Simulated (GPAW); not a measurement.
## Dielectric function and optical constants of VN2

Aim: the dielectric function of VN2, and the optical constants that follow from it.

Main program and level: GPAW 26.7.0; DFT, PBE, plane-wave PAW (GPAW data sets), scalar-relativistic, RPA, optical limit.

### 1. The structure

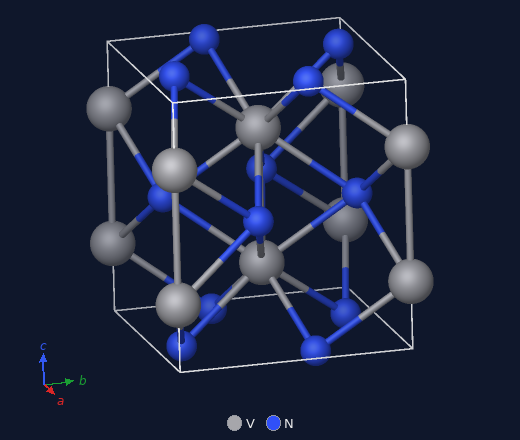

Start, viewed slightly off an axis; vanadium grey, nitrogen blue. This picture shows the conventional cell, with its axes. Some periodic images of atoms are drawn too.

### 2. Ground state

The self-consistent density comes first; it also tells whether there is a gap, which decides the occupations and the need for a Drude term.

This step: DFT, PBE, plane-wave PAW (GPAW data sets), scalar-relativistic, ground state (GPAW 26.7.0).

Contents of gs.py:

```python
from ase import Atoms
from ase.dft.bandgap import bandgap
from gpaw import GPAW, PW, FermiDirac

atoms = Atoms(['V', 'V', 'N', 'N', 'N', 'N'],
              cell=[[-2.15075000, 2.15075000, 2.49135000],
                    [2.15075000, -2.15075000, 2.49135000],
                    [2.15075000, 2.15075000, -2.49135000]],
              scaled_positions=[[0.75000000, 0.75000000, 0.00000000],
                                [0.25000000, 0.25000000, 0.00000000],
                                [0.38490000, 0.11510000, 0.50000000],
                                [0.88490000, 0.38490000, 0.26980000],
                                [0.61510000, 0.88490000, 0.50000000],
                                [0.11510000, 0.61510000, 0.73020000]],
              pbc=[True, True, True])
atoms.set_initial_magnetic_moments([2.0, 2.0, 0.0, 0.0, 0.0, 0.0])
atoms.calc = GPAW(mode=PW(400), xc='PBE', kpts={'size': (7, 7, 7), 'gamma': True},
                  occupations=FermiDirac(0.05), maxiter=150, txt='gs.txt')
print('energy (eV)', atoms.get_potential_energy())
print('Fermi level (eV)', atoms.calc.get_fermi_level())
print('valence electrons', atoms.calc.get_number_of_electrons())
print('gap (eV)', bandgap(atoms.calc, output=None)[0])
print('direct gap (eV)', bandgap(atoms.calc, direct=True, output=None)[0])
print('moments', atoms.get_magnetic_moments().round(3).tolist())
atoms.calc.write('gs.gpw')
```

Run with:

```console
> OMP_NUM_THREADS=1 python gs.py
```

Numbers of over 12 decimals in the logs are rounded to 6 here.

Output:

```text
__  _  _
 | _ |_)|_||  |
 |__||  | ||/\| - 26.7.0

Versions:
  Python: 3.12.14
  ASE:    3.29.0
  Numpy:  2.5.5
  Scipy:  1.18.1
  Libxc:  7.0.0

Input parameters:
  mode=PW(ecut=400.0),
  kpts=MonkhorstPack(size=(7, 7, 7), gamma=True),
  maxiter=150,
  occupations=Occupations(name='fermi-dirac', width=0.05, fixmagmom=False),
  xc=XC(name='PBE')

Diagonalizing LCAO Hamiltonian
Converting LCAO to pw mode

        V
             N

        V N
               N

Atoms  # Å, Bohr magnetons
|   | symbol |         x |         y |         z |    initial magnetic moments |
| 0 |      V |  0.000000 | -0.000000 |  3.737025 | ( 0.0000,  0.0000,  2.0000) |
| 1 |      V |  0.000000 |  0.000000 |  1.245675 | ( 0.0000,  0.0000,  2.0000) |
| 2 |      N |  0.495103 |  1.655647 |  0.000000 | ( 0.0000,  0.0000,  0.0000) |
| 3 |      N | -0.495103 |  1.655647 |  2.491350 | ( 0.0000,  0.0000,  0.0000) |
| 4 |      N |  1.655647 |  0.495103 |  2.491350 | ( 0.0000,  0.0000,  0.0000) |
| 5 |      N |  2.645853 |  0.495103 | -0.000000 | ( 0.0000,  0.0000,  0.0000) |

Unit cell  # Å
| periodic |         x |         y |         z |  lengths |     angles |
|      yes | -2.150750 |  2.150750 |  2.491350 | 3.931701 | 113.673308 |
|      yes |  2.150750 | -2.150750 |  2.491350 | 3.931701 | 113.673308 |
|      yes |  2.150750 |  2.150750 | -2.491350 | 3.931701 | 101.359109 |

Number of symmetries: 8
Symmetry operations  # r_c * U_cc + t_c -> r_c
|   | kind |            matrix            |
| 0 |  C4  |  1, 1, 1,  0, 0,-1, -1, 0, 0 |
| 1 |  E   |  1, 0, 0,  0, 1, 0,  0, 0, 1 |
| 2 |  C2  |  0, 1, 0,  1, 0, 0, -1,-1,-1 |
| 3 |  S4  |  0, 0, 1, -1,-1,-1,  0, 1, 0 |
| 4 |  C4  |  0, 0,-1,  1, 1, 1,  0,-1, 0 |
| 5 |  σ   |  0,-1, 0, -1, 0, 0,  1, 1, 1 |
| 6 |  i   | -1, 0, 0,  0,-1, 0,  0, 0,-1 |
| 7 |  S4  | -1,-1,-1,  0, 0, 1,  1, 0, 0 |

BZ-sampling:
  Number of BZ points: 343
  Number of IBZ points: 52

  Monkhorst-Pack size: [7, 7, 7]
  Monkhorst-Pack shift: [0, 0, 0]

K-points  # in reciprocal-cell coordinates
|     |                                coordinates |     weight |
|   0 | (  0.00000000,   0.00000000,   0.00000000) | 0.00291545 |
|   1 | (  0.14285714,  -0.14285714,   0.00000000) | 0.01166181 |
|   2 | (  0.14285714,  -0.14285714,   0.14285714) | 0.01166181 |
|   3 | (  0.14285714,   0.00000000,   0.00000000) | 0.02332362 |
|   4 | (  0.14285714,   0.14285714,  -0.14285714) | 0.00583090 |
|   5 | (  0.28571429,  -0.28571429,  -0.14285714) | 0.01166181 |
|   6 | (  0.28571429,  -0.28571429,   0.00000000) | 0.01166181 |
|   7 | (  0.28571429,  -0.28571429,   0.14285714) | 0.01166181 |
|   8 | (  0.28571429,  -0.28571429,   0.28571429) | 0.01166181 |
|   9 | (  0.28571429,  -0.14285714,  -0.14285714) | 0.02332362 |
| ... |                                            |            |
|  51 | (  0.42857143,   0.42857143,   0.42857143) | 0.02332362 |

Plane wave coefficients: 846
Cutoff: 400.0 eV

Spin-components: 2 (collinear spins)
Bands:           34
Projectors:      32
Spin-degeneracy: 1
Datatype:        complex128

Parallelization:
  kpt:    1
  domain: 1
  band:   1

Density:
  Valence electrons: 46.0
  Components: 2
  Grid points: [20 20 20]
  Charge: 0.0  # |e|

Potential:
  Grid points: [20 20 20]

species:
  V:
    name:    Vanadium
    id:
    Z:       23.0
    valence: 13
    core:    10
    charge:  0.0  # [|e|]
    compensation charges:
      type: gauss
      rc: 0.37  # [Å]
      lmax: 2
    cutoffs:
      filter: 2.14  # [Å]
      core: 0.96  # [Å]
    projectors
    | kind |    occ | energy [eV] | rcut [Å] |
    |   3s |  2.000 |     -70.222 |    1.254 |
    |   4s |  2.000 |      -4.702 |    1.254 |
    |   3p |  6.000 |     -44.043 |    1.281 |
    |   4p |  0.000 |      -1.444 |    1.281 |
    |   3d |  3.000 |      -5.164 |    1.169 |
    |    d |        |      22.047 |    1.169 |

    Using partial waves for V as LCAO basis

  N:
    name:    Nitrogen
    id:
    Z:       7.0
    valence: 5
    core:    2
    charge:  0.0  # [|e|]
    compensation charges:
      type: gauss
      rc: 0.18  # [Å]
      lmax: 2
    cutoffs:
      filter: 1.11  # [Å]
      core: 0.96  # [Å]
    projectors
    | kind |    occ | energy [eV] | rcut [Å] |
    |   2s |  2.000 |     -18.583 |    0.603 |
    |   2p |  3.000 |      -7.089 |    0.529 |
    |    s |        |       8.629 |    0.603 |
    |    p |        |      20.123 |    0.529 |
    |    d |        |       0.000 |    0.577 |

    Using partial waves for N as LCAO basis

Reference energy: -57567.877141  # eV

eigensolver:
  PPCG
  Converge bands: occupied
  niter=2

density mixing:
  MSR1-Mixer
  Pratt-step length: 0.05
  Maximum mixing coefficient: 0.75
  Old densities: 10
  SVD Regularization: 0.005
  Good broyden scale: 1.0
  Trust region scale: 1.0
  Backstep threshold: 4.0
  History deletion threshold: 6.0
  Fourier metric: weight=20.0, sigma=0.015

occupation numbers:
  Fermi-Dirac:
    width: 0.0500  # eV

poisson solver:
  ecut: 3200.0  # eV

xc functional:
  name: PBE with 2 nearest neighbor stencil

convergence criteria:
- Maximum [total energy] change in last 3 cyles: 0.0005 eV / valence electron
- Maximum integral of absolute [dens]ity change: 0.0001 electrons / valence electron
- Maximum integral of absolute [eigenst]ate change: 4e-08 eV^2 / valence electron
maximum number of iterations: 150

SCF iterations
|iter     |      energy | eigst |  dens |  magmom |
|iter:   1||  -46.477304 | +0.38 |       |  +4.0037|
|iter:   2||  -45.620111 | -1.55 | -0.76 |  +3.8481|
|iter:   3||  -44.723748 | -1.29 | -0.82 |  +2.6675|
|iter:   4||  -44.968552 | -2.01 | -1.16 |  +1.7243|
|iter:   5||  -45.008838 | -2.16 | -1.33 |  +0.8333|
|iter:   6||  -45.048380 | -2.87 | -1.83 |  +0.3496|
|iter:   7||  -45.054065 | -3.37 | -2.06 |  +0.2462|
|iter:   8||  -45.056734c| -3.72 | -2.45 |  +0.1305|
|iter:   9||  -45.057348c| -4.26 | -2.87 |  +0.0588|
|iter:  10||  -45.057539c| -4.73 | -3.19 |  +0.0038|
|iter:  11||  -45.057552c| -6.09 | -3.77 |  -0.0009|
|iter:  12||  -45.057553c| -6.81 | -4.21c|  +0.0015|
|iter:  13||  -45.057553c| -7.89c| -4.87c|  +0.0007|

Converged in 13 steps
SCF loop duration: 131.092 s (10.084 s/step)
Energy contributions relative to reference atoms: (reference = -57567.877141)

Energy contributions:
  Kinetic:          -5.019925
  Coulomb:           7.796739
  Zero:              0.117046
  External:          0.000000
  Xc:              -47.939971
  Entropy:          -0.022882
  Spinorbit:         0.000000
  ----------------------------
  Free energy:     -45.068994
  Extrapolated:    -45.057553

dipole moment: (-10.448742, -10.448742, 12.103442)  # |e|*Ang

Total magnetic moment: (0.000000, 0.000000, 0.000728)

Local magnetic moments
|        x |        y |        z |
| 0.000000 | 0.000000 | 0.000343 |  # V    0
| 0.000000 | 0.000000 | 0.000343 |  # V    1
| 0.000000 | 0.000000 | 0.000006 |  # N    2
| 0.000000 | 0.000000 | 0.000006 |  # N    3
| 0.000000 | 0.000000 | 0.000006 |  # N    4
| 0.000000 | 0.000000 | 0.000006 |  # N    5

Fermi level: 12.709
Eigenvalues  # (at kpt = [0.000, 0.000, 0.000])
| band index |      eig [eV] | occ [0-1] |      eig [eV] | occ [0-1] |
|          0 |       -52.878 |     1.000 |       -52.878 |     1.000 |
|        ... |               |           |               |           |
|         15 |         6.011 |     1.000 |         6.011 |     1.000 |
|         16 |         6.011 |     1.000 |         6.011 |     1.000 |
|         17 |         9.047 |     1.000 |         9.047 |     1.000 |
|         18 |         9.385 |     1.000 |         9.385 |     1.000 |
|         19 |         9.821 |     1.000 |         9.821 |     1.000 |
|         20 |        10.115 |     1.000 |        10.115 |     1.000 |
|         21 |        10.115 |     1.000 |        10.115 |     1.000 |
|         22 |        10.123 |     1.000 |        10.123 |     1.000 |
|         23 |        13.504 |     0.000 |        13.505 |     0.000 |
|         24 |        13.641 |     0.000 |        13.641 |     0.000 |
|         25 |        13.641 |     0.000 |        13.641 |     0.000 |
|         26 |        14.078 |     0.000 |        14.079 |     0.000 |
|         27 |        14.660 |     0.000 |        14.660 |     0.000 |
|         28 |        14.883 |     0.000 |        14.884 |     0.000 |
|         29 |        14.883 |     0.000 |        14.884 |     0.000 |
|         30 |        15.045 |     0.000 |        15.045 |     0.000 |
|        ... |               |           |               |           |
|         33 |        21.867 |     0.000 |        21.867 |     0.000 |

No gap
No difference between direct/indirect transitions

--- standard output ---
energy (eV) -45.057553
Fermi level (eV) 12.708758
valence electrons 46.0
gap (eV) 0.0
direct gap (eV) 0.0
moments [0.0, 0.0, 0.0, 0.0, 0.0, 0.0]
```

Elapsed: 2.5 min, on 1 thread of Arm Neoverse N1, shared host; peak memory 0.21 GiB.

Read-outs, printed or worked out from the files:

```
energy       : -45.06 eV
Fermi energy : 12.71 eV
electrons    : 46
```

There are states at the Fermi level within the smearing, so the occupations stay smeared and the carriers get a Drude term.

### 3. Bands for the response

The response needs many more empty bands than the density does.

This step: DFT, PBE, plane-wave PAW (GPAW data sets), scalar-relativistic, bands at fixed density (GPAW 26.7.0).

Contents of nscf.py:

```python
from ase.dft.bandgap import bandgap
from gpaw import GPAW, FermiDirac

calc = GPAW('gs.gpw').fixed_density(kpts={'size': (10, 10, 10), 'gamma': True}, nbands=57, convergence={'bands': 51},
                                    occupations=FermiDirac(0.05), txt='nscf.txt')
print('gap (eV)', bandgap(calc, output=None)[0])
print('direct gap (eV)', bandgap(calc, direct=True, output=None)[0])
calc.write('full.gpw', mode='all')
```

Run with:

```console
> OMP_NUM_THREADS=1 python nscf.py
```

Output:

```text
Diagonalizing LCAO Hamiltonian
Converting LCAO to pw mode
convergence criteria:
- Maximum integral of absolute [eigenst]ate change: 4e-08 eV^2 / valence electron
maximum number of iterations: 150

SCF iterations
|iter     |      energy | eigst |  dens |  magmom |
|iter:   1||             | +2.57 |       |  +0.0007|
|iter:   2||             | +1.52 |       |  +0.0007|
|iter:   3||             | +0.36 |       |  +0.0007|
|iter:   4||             | -0.86 |       |  +0.0007|
|iter:   5||             | -1.85 |       |  +0.0007|
|iter:   6||             | -2.89 |       |  +0.0007|
|iter:   7||             | -3.83 |       |  +0.0007|
|iter:   8||             | -4.83 |       |  +0.0007|
|iter:   9||             | -5.74 |       |  +0.0007|
|iter:  10||             | -6.66 |       |  +0.0007|
|iter:  11||             | -7.38 |       |  +0.0007|
|iter:  12||             | -7.94c|       |  +0.0007|
SCF steps: 12
  __  _  _
 | _ |_)|_||  |
 |__||  | ||/\| - 26.7.0

Versions:
  Python: 3.12.14
  ASE:    3.29.0
  Numpy:  2.5.5
  Scipy:  1.18.1
  Libxc:  7.0.0

Input parameters:
  mode=PW(ecut=400.0),
  convergence={'bands': 51},
  gpts=array([20, 20, 20]),
  kpts=MonkhorstPack(size=(10, 10, 10), gamma=True),
  maxiter=150,
  nbands=57,
  occupations=Occupations(name='fermi-dirac', width=0.05, fixmagmom=False),
  parallel={},
  xc=XC(name='PBE')

--- standard output ---
gap (eV) 0.0
direct gap (eV) 0.0
```

Run time: 8.3 min. Hardware: 1 thread; peak memory 0.44 GiB.

[end of part 1 of 2]

[Machine, clock and banner lines and Python warnings are left out of the logs.]

[Logs are printed without paths, hosts, clocks, repeated set-up lines and the standing remarks that a program may print on its own settings, such as how far it seeks lower states.]

[Hosts, paths, dates, database ids (printed as entryN), source tags and the programs' standing remarks are cut or masked in the printed files.]
